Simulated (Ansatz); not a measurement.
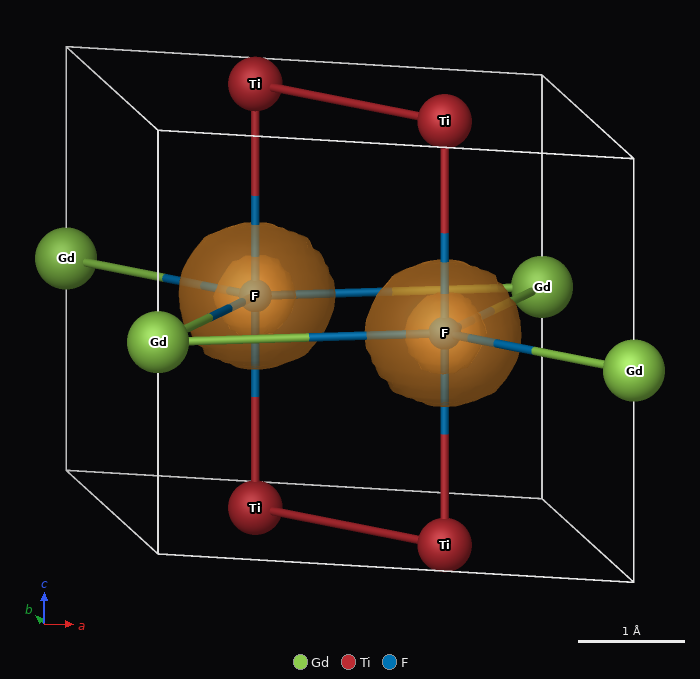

*GdTi2F2. Isosurface of the electron localisation function at 0.75 (orange), seen slightly off an axis. Core shells and regions of very low density are left out. Sticks mark near contacts.*

Space group P6/mmm; a generated structure, not necessarily the stable one; spin-polarised.

Computed with DFT PBE, scalar-relativistic, plane waves, PAW (Ansatz 0.2.0).

Core electrons are frozen (PAW), and the valence fields are smoothed inside the atomic spheres.

**What do the ELF domains correspond to?**

At this value the surface marks out two regions wrapped around F (the valence shell of each), counted in one cell of 5 atoms. Regions shared between cells count once.

Values along the shortest contacts:
Ti–F (2.03 Å): the ELF peaks at about 0.80 in the valence shell of F, 0.6 Å from its nucleus, and drops to about 0.05 between the two atoms; no localised pair shows between them. Gd–F (2.76 Å): the ELF is about 0.05 at the midpoint; no shared electron pair shows on this line.
